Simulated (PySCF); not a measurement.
## Frequency calculation, with input and output: HfOBr₂

- system: HfOBr₂
- method: RKS-based PBE0, Hf def2-SVP with ECP60, O def2-SVP, Br def2-SVP; non-relativistic Hamiltonian with a scalar-relativistic core potential; density fitting (PySCF 2.14.0)

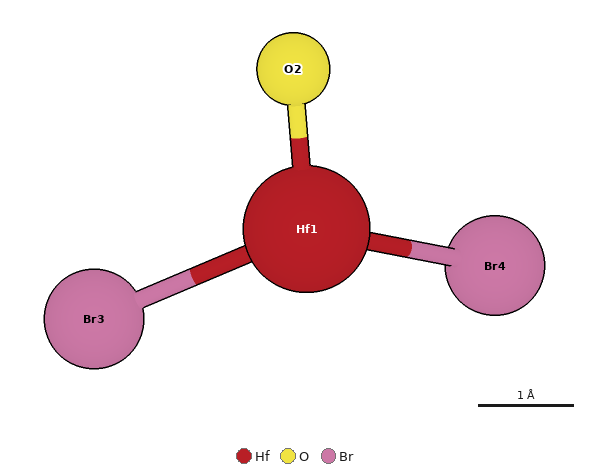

Figure 1. The structure (ball-and-stick view, seen at a tilt; atoms are numbered from 1 in the order of the input). Sticks mark near contacts.

**Input**
```python
from pyscf import gto, scf, dft
mol = gto.M(atom='''
Hf     0.000000     0.249312     0.457579
O      0.000000    -0.441643     2.057546
Br     2.169209    -0.229884    -0.728621
Br    -2.169209    -0.229884    -0.728621''',
    basis={'Hf': 'def2-SVP', 'O': 'def2-SVP', 'Br': 'def2-SVP'},
    ecp={'Hf': 'def2-SVP'},
    charge=0, spin=0)
mf = dft.RKS(mol, xc='PBE0')
mf.grids.atom_grid = (75, 302)
aux = {'Hf': 'def2-universal-JKFIT', 'O': 'def2-universal-JKFIT', 'Br': 'def2-universal-JKFIT'}
mf = mf.density_fit(auxbasis=aux)
mf.conv_tol = 1e-09
mf.diis_space = 10
mf.max_cycle = 60
mf.verbose = 4
mf.kernel()
```

The script is an equivalent of the set-up of the self-consistent field. The run itself was carried out by a driver, which started from the orbitals of the step before it where there was one and computed the further properties.

Machine: 2 threads of Arm Neoverse N1, 98 GiB of memory available, shared host.

Command:
```bash
OMP_NUM_THREADS=2 python axn.py task.json out
```

**The program's output**
```
init E= -5270.35822166379
  HOMO = -0.311808240481261  LUMO = -0.130148221462437  gap/eV = 4.94322
cycle= 1 E= -5270.35822166378  delta_E= 6.37e-12  |g|= 4.08e-06  |ddm|= 8.48e-06
  HOMO = -0.311808134582498  LUMO = -0.130149314124581  gap/eV = 4.94319
Extra cycle  E= -5270.35822166376  delta_E= 2.46e-11  |g|= 7.61e-06  |ddm|= 1.38e-05
converged SCF energy = -5270.35822166376
```

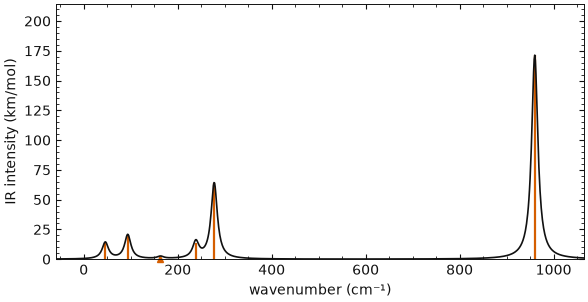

Figure 2. Harmonic infrared spectrum, unscaled: sticks (degenerate modes added up, dark ones marked on the axis) with a Lorentzian envelope of 16 cm⁻¹ full width, scaled to the tallest stick. 6 modes from 46 to 960 cm⁻¹, none imaginary. The strongest line is at 960 cm⁻¹ (171 km/mol). All modes, in cm⁻¹ (km/mol): 46 (13.9), 94 (20), 163 (1.9), 239 (13.8), 278 (64), 960 (171).

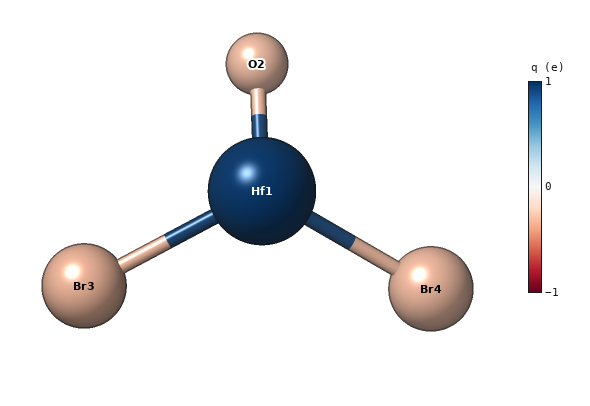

Figure 3. Mulliken charges, as the colour of each atom (ball-and-stick view, seen on its broad side; atoms are numbered from 1 in the order of the input). By element: Hf +0.96, O −0.32 and Br −0.32 e.

**Results in brief**

| quantity | value |
| --- | --- |
| outcome | converged |
| total energy | −5270.358222 hartree |
| HOMO | −8.48 eV |
| LUMO | −3.54 eV |
| zero-point energy | 0.004053 hartree |
| dipole moment | 4.22 D |
| wavenumbers, lowest and highest | 46 and 960 cm⁻¹ |
| wall time | 2.4 min (CPU time 4.3 min) |
| peak memory | 1.1 GiB |
